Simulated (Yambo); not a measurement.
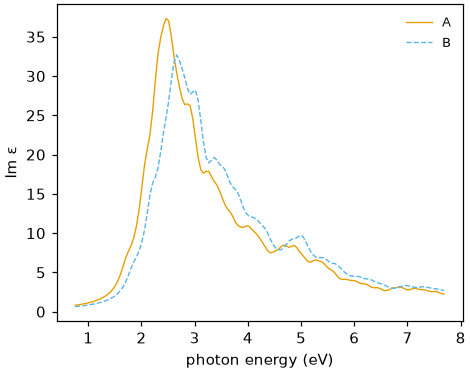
Figure: Two computed absorption spectra of BaAlSiH (space group P3m1, No. 156) (Yambo, PBEsol bands with the same scissor, field along x)

Axes are Cartesian, with cell vectors (Å) (4.30, 0.00, 0.00), (-2.15, 3.72, 0.00), (0.00, 0.00, 5.06).

Question: Which curve includes the electron-hole attraction (BSE)?

Answer: Curve A: the attraction moves weight to lower energy (centre of the plotted range 3.5 eV against 3.7 eV). Settings: 6×6×4 mesh, 5 valence and 12 conduction bands, static screening with 39 bands and a 4 Ry block, scissor 0.51 eV, Tamm-Dancoff. The scissor comes from a G0W0 run whose convergence isn't established. Broadening 0.15 eV. The band window holds all transitions up to 9.2 eV. On this mesh the peak heights and the fine structure are mesh artefacts; only the shift of weight is robust.

Geometry relaxed with PBEsol; primitive cell a = 4.299 Å, b = 4.299 Å, c = 5.062 Å, α = 90.00°, β = 90.00°, γ = 120.00°.

The structure is a Materials Project entry; no match was found in the copy of COD used, and its stability was not checked.
